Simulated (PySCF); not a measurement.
System: C₂H₈N₂Si₂.

Input file:

```
{"job": {"kind": "uv", "xc": "PBE0", "basis": "def2-SVPD", "nstates": 8, "ntriplets": 3}, "charge": 0, "multiplicity": 1}
N      2.509309    -2.207371     0.042065
C      2.046756    -1.211496     0.368468
C      1.440658     0.023742     0.731319
Si     0.015184     0.449587    -0.494598
N     -0.550019     1.953520     0.141511
Si    -1.713557    -1.078268    -0.408215
H      1.050327    -0.058104     1.746467
H      2.203389     0.803856     0.723603
H      0.682833     0.577976    -1.808648
H     -1.396206     2.351166    -0.230467
H      0.099958     2.692702     0.360895
H     -1.330995    -2.362445    -0.992379
H     -2.181258    -1.345448     0.955908
H     -2.877058    -0.589888    -1.158094
```

Command:

```sh
OMP_NUM_THREADS=1 python probes_run.py task.json out
```

Geometry: GFN2-xTB.

Computed with PBE0/def2-SVPD, SCF density, gas phase (PySCF).

> What will maps of the electron density and electron localisation function show?

C–N (1.15 Å): ρ at the midpoint is about 3.6 e/Å³; the ELF peaks at about 0.85 between the atoms; a multiple bond.
C–C (1.42 Å): the density is about 1.9 e/Å³ at the midpoint; the ELF peaks at about 0.95 between the atoms; a covalent bond.
Si–N (1.73 Å): the density is about 1.1 e/Å³ at the midpoint; the ELF peaks at about 0.90 between the atoms; a polar covalent bond.
C–Si (1.93 Å): ρ is about 0.87 e/Å³ halfway; the ELF peaks at about 0.95 between the atoms, as expected for localised, covalent bonding.

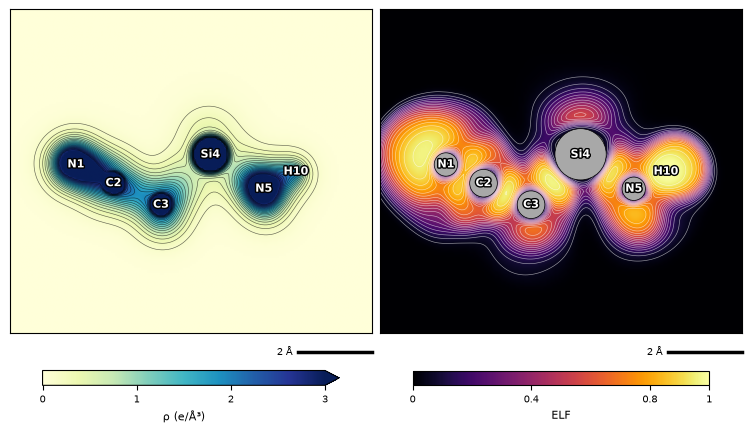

Computed electron density and electron localisation function on the plane of atoms C3, Si4 and N5, in this order. Grey discs cover the atomic cores in the ELF map. 
